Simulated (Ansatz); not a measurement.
# CH₅Al (triplet): the correlation ladder at distance Al1–H4 along a hydrogen transfer = 2.247 Å, cc-pVDZ

Aim: climb from Hartree-Fock through coupled cluster and multireference methods for CH₅Al (triplet) at one geometry and basis, and see what each rung misses.

Program: Ansatz 0.2.0, Gaussian basis. Level of theory: cc-pVDZ, core rule «outside noble gas», up to 6 orbitals frozen. These are calculated values, not measurements.

Plan: UHF; CCSD(T) on ROHF; CCSD(T) on UHF; BCCD(T) on ROHF; CISD; CCSDT(Q) on ROHF; CCSDT(Q) on UHF; CASSCF and NEVPT2, 4 electrons in 4 orbitals.

10 further runs of the same task are left out: 1 for a mislabelled method, 7 that didn't finish, 2 set aside as unsound or not needed.

## Step 1: The geometry

The geometry derives from fragments relaxed apart (PBE0/def2-TZVP) and kept rigid, so it is no stationary point. A hydrogen atom is moved between rigid fragments.

7 atoms, charge 0, spin multiplicity 3.

Atoms are counted from 1 here; the program's logs count them from 0.

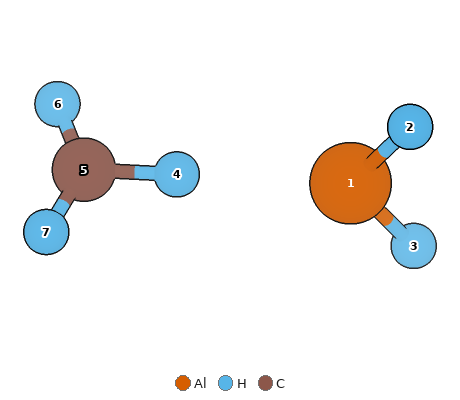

The geometry (aluminium orange, hydrogen blue, carbon brown); atoms are numbered from 1 in the order of the file.

## Step 2: UHF

Contents of in.yaml:

```yaml
crystal:
  periodic: [false, false, false]
  atoms:
    - {symbol: Al, position_ang: [-1.132168, 0.000000, 0.000000]}
    - {symbol: H, position_ang: [-1.925091, 1.373384, 0.000000]}
    - {symbol: H, position_ang: [-1.925091, -1.373384, 0.000000]}
    - {symbol: H, position_ang: [1.114832, 0.000000, 0.000000]}
    - {symbol: C, position_ang: [2.314832, 0.000000, 0.000000]}
    - {symbol: H, position_ang: [2.729300, 0.000000, 0.996161]}
    - {symbol: H, position_ang: [2.729300, 0.000000, -0.996161]}
basis:
  gaussian: {orbitals: cc-pVDZ}
magnetization: {spin_polarized: true, initial_magnetization: 2}
hamiltonian: {xc: hf}
output: {orbitals: {seedname: orbitals}}
```

Command:

```bash
ansatz run in.yaml --threads 1 --pin off --events-out ev --progress --plain --max-ram 2393MiB
```

After this run come: CCSD(T) on ROHF; CCSD(T) on UHF; BCCD(T) on ROHF; CISD; CCSDT(Q) on ROHF; CCSDT(Q) on UHF; CASSCF and NEVPT2, 4 electrons in 4 orbitals.

**Question.** What will the summary of the whole plan be? Wanted: UCCSDT(Q) below the RHF energy; RMP2 from UCCSDT(Q); UMP2 from UCCSDT(Q); RCCSD from UCCSDT(Q); RCCSD(T) from UCCSDT(Q); UCCSD(T) from UCCSDT(Q); RCCSDT(Q) from UCCSDT(Q); NEVPT2 pair from UCCSDT(Q); T1 diagnostic.

As calculated:

```
                         quantity                                                   value
   UCCSDT(Q) below the RHF energy                                              -6.6465 eV
              RMP2 from UCCSDT(Q)                                             +1317.4 meV
              UMP2 from UCCSDT(Q)                                             +1321.8 meV
             RCCSD from UCCSDT(Q)                                              +153.7 meV
          RCCSD(T) from UCCSDT(Q)                                               +31.7 meV
          UCCSD(T) from UCCSDT(Q)                                               +31.6 meV
         RCCSDT(Q) from UCCSDT(Q)                                                +0.8 meV
       NEVPT2 pair from UCCSDT(Q)                                             +1304.0 meV
levels within 1 kcal/mol (43 meV)  RCCSD(T), UCCSD(T), BCCD(T), RCCSDT, UCCSDT, RCCSDT(Q)
                    T1 diagnostic                                                   0.019
```

**Reading.** RCCSD(T) misses by +31.7 meV, 0.5 % of the correlation energy. These misses are within one basis, not against nature; the frozen cores of restricted and unrestricted runs differ, which can shift their rows.
